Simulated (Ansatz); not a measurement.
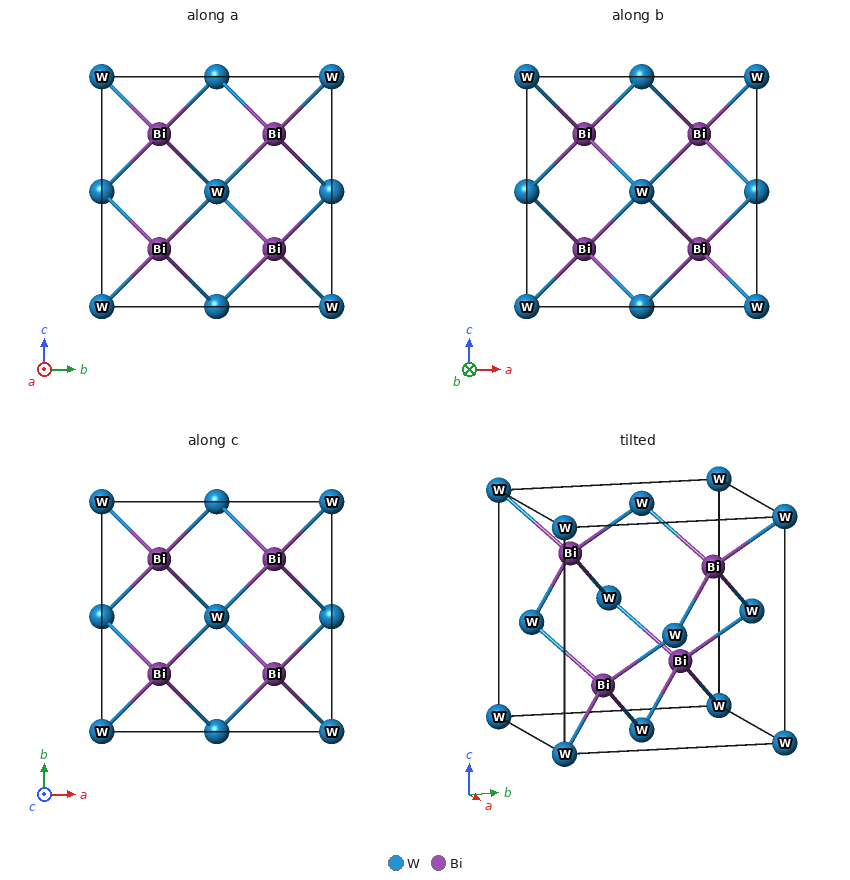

An orthographic ball-and-stick view of the structure, along the a axis, along the b axis, along the c axis and slightly off an axis. The parallelepiped is the conventional unit cell.

Lattice parameters: a = 6.4818 Å, b = 6.4818 Å, c = 6.4818 Å, α = 90.000°, β = 90.000°, γ = 90.000°.

**Express the structure as a CIF with its space group and independent sites.**

```cif
data_structure
_symmetry_space_group_name_H-M 'F -4 3 m'
_symmetry_Int_Tables_number 216
_cell_length_a 6.4818
_cell_length_b 6.4818
_cell_length_c 6.4818
_cell_angle_alpha 90.000
_cell_angle_beta 90.000
_cell_angle_gamma 90.000
_cell_volume 272.32
loop_
_atom_site_label
_atom_site_type_symbol
_atom_site_symmetry_multiplicity
_atom_site_Wyckoff_symbol
_atom_site_fract_x
_atom_site_fract_y
_atom_site_fract_z
_atom_site_occupancy
W1 W 4 a 0.0000 0.0000 0.0000 1
Bi1 Bi 4 d 0.2500 0.2500 0.7500 1
```

The model was built from a structure type filled with these elements by a generator (whether the compound takes this form wasn't checked). The cell was then strained or its atoms displaced on purpose. It was the input of a calculation with Ansatz.

At this level of theory the run's own cell isn't at rest (stretched, at -4 GPa), so its distances can differ from those at equilibrium, the more so the softer the solid.
